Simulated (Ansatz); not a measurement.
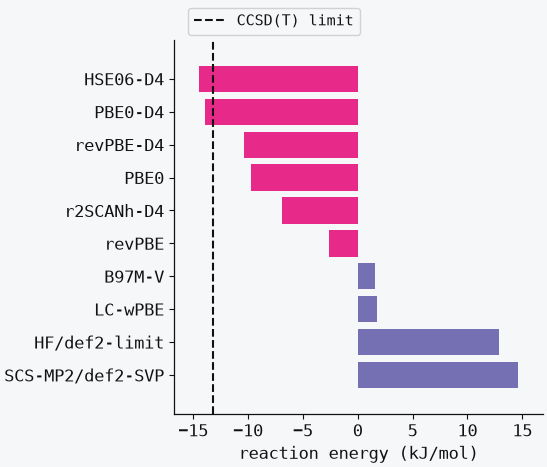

Electronic reaction energy of GaSiH₄F ([F][GaH][SiH3]) + H₂S (S) → GaSiH₅S ([SiH3][GaH][SH]) + HF (F) (SMILES in brackets) at several levels (functionals in def2-TZVPP unless a basis is named), isolated molecules at PBE0-D4 triple-zeta geometries, minima by their frequencies, no zero-point or thermal terms, the Ansatz code. The line is frozen-core CCSD(T) at the basis limit (MP2 extrapolated from triple and quadruple zeta, plus CCSD(T) less MP2 in a smaller set). No dispersion term is added to PBE0, revPBE and LC-wPBE. The distance of SCS-MP2/def2-SVP to the limit includes basis error. The limit lies 5.6 kJ/mol from CCSD(T)/def2-TZVPP, so the line itself is uncertain by a part of that.

### Which level comes closest to the line (CCSD(T) limit), and which misses most?

Closest PBE0-D4 (−13.9 kJ/mol), against −13.2 kJ/mol; farthest SCS-MP2/def2-SVP (14.6 kJ/mol).

### Give the values.

```csv
level,kJ/mol,less CCSD(T) limit
HSE06-D4,−14.4,−1.2
PBE0-D4,−13.9,−0.7
revPBE-D4,−10.3,2.9
PBE0,−9.7,3.4
r2SCANh-D4,−6.9,6.3
revPBE,−2.6,10.6
B97M-V,1.6,14.8
LC-wPBE,1.7,14.9
HF/def2-limit,12.9,26.1
SCS-MP2/def2-SVP,14.6,27.8
CCSD(T) limit,−13.2,0.0
```

Known limits of this run: no scalar relativity up to krypton; outer-core shells are correlated without core-valence functions, which makes the correlated values less sure.
